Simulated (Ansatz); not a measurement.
**C3H9ClHf (SMILES [CH3][Hf]([CH3])([CH3])[Cl]): density, localisation and related maps**

```xyz
14

C     1.3253   -0.4521   -0.4296
C    -0.8627    1.2911    1.6942
C    -1.8598    0.4802   -1.5730
Cl    0.7364    3.2405   -1.1663
Hf   -0.1470    1.1826   -0.3838
H     1.8664   -0.5102   -1.3914
H     2.0835   -0.3441    0.3679
H     0.8214   -1.4251   -0.2749
H    -0.1566    1.8167    2.3624
H    -1.8341    1.8146    1.7651
H    -1.0074    0.2726    2.1020
H    -2.3768   -0.3450   -1.0473
H    -2.6066    1.2742   -1.7551
H    -1.5433    0.0942   -2.5597
```

Geometry: PBE0-D4/def2-SVP; core potentials replace the inner electrons of Hf.

Computed with Ansatz 0.2.0, isolated molecule in a Gaussian basis; Kohn-Sham density functional theory, functional PBE0.

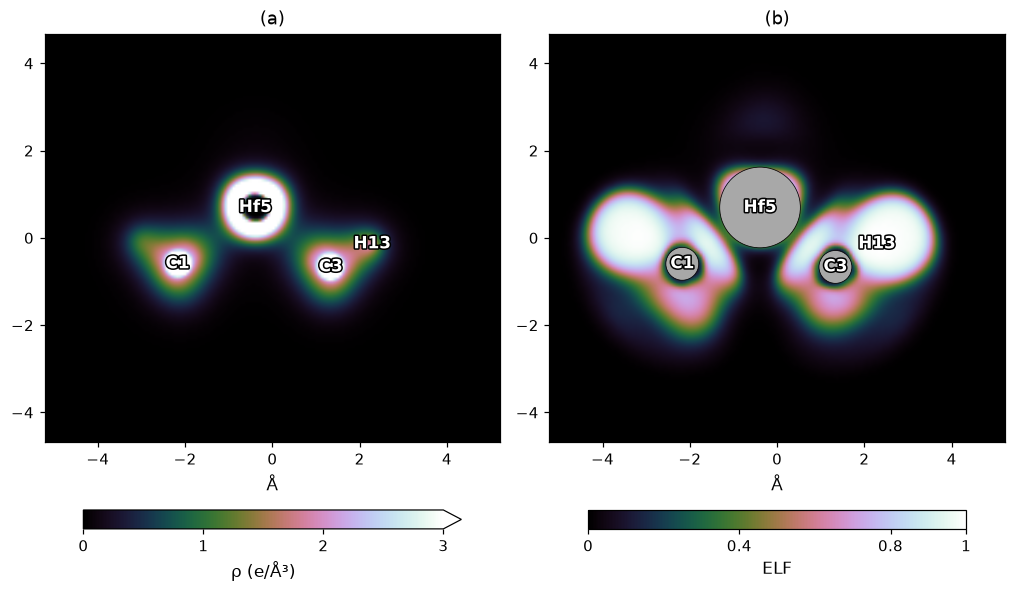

Figure 1. (a) electron density; (b) electron localisation function on the plane of atoms C1, Hf5 and C3. Grey discs cover the atomic cores in the ELF map.

Interpret the plot.

Answer.
- Atoms in the plane: C, Hf and H.
- C–Hf (2.20 Å): ρ is about 0.72 e/Å³ halfway; the ELF peaks at about 0.95 in the valence shell of C, 0.7 Å from its nucleus, and is about 0.50 at the midpoint.
- C–H (1.11 Å): ρ at the midpoint is about 1.8 e/Å³; the ELF climbs to about 1 towards the hydrogen, as it does in any bond to H: a covalent bond by its length.

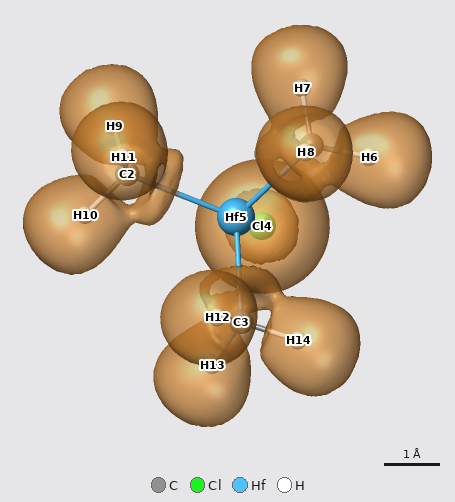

Figure 2. Isosurface of the electron localisation function at 0.75 (orange), seen at a tilt. Core shells and regions of very low density are left out.

Identify the bonds, lone pairs and shells in this picture.

Answer. The surface consists of one region wrapped around Cl (its valence shell) and three joined regions spread over several atoms (C, H), in which their bonds and any lone pairs are merged. Profiles from the grid: Hf–Cl (2.37 Å): the ELF peaks at about 0.85 in the valence shell of Cl, 0.8 Å from its nucleus, and is about 0.30 at the midpoint.

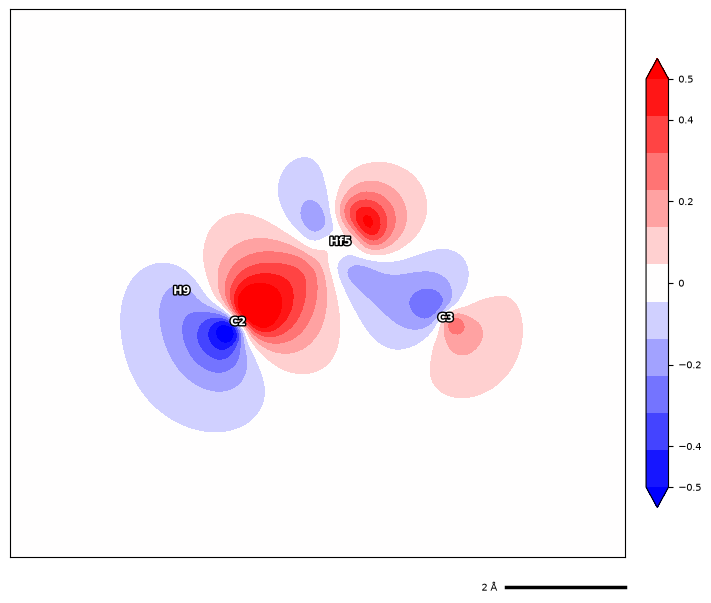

Figure 3. The HOMO on the plane of atoms C2, Hf5 and C3 (values in Å⁻³ᐟ²; the overall sign is arbitrary).

Describe this orbital and give its energy.

Answer. Its weight (Hirshfeld) is mainly on C2 (about 35 %), Hf5 (about 25 %), C1 (about 10 %) and C3 (about 10 %). It is one of a degenerate set, so its orientation is arbitrary. Its energy is −7.81 eV.

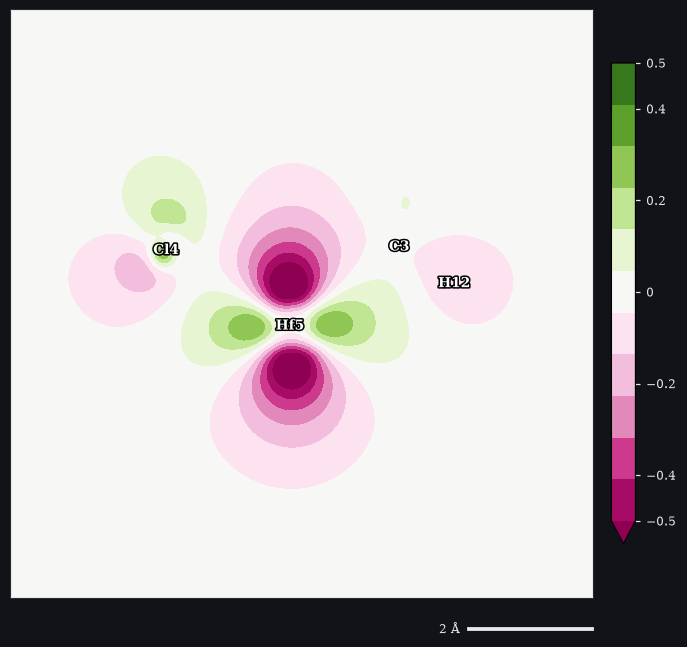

Figure 4. The LUMO on the plane of atoms C3, Hf5 and Cl4 (values in Å⁻³ᐟ²; the overall sign is arbitrary).

What is the character of this orbital?

Answer. Its weight (Hirshfeld) is mainly on Hf5 (about 70 %) and Cl4 (about 5 %). It is one of a degenerate set, so its orientation is arbitrary. Its energy is −1.08 eV.
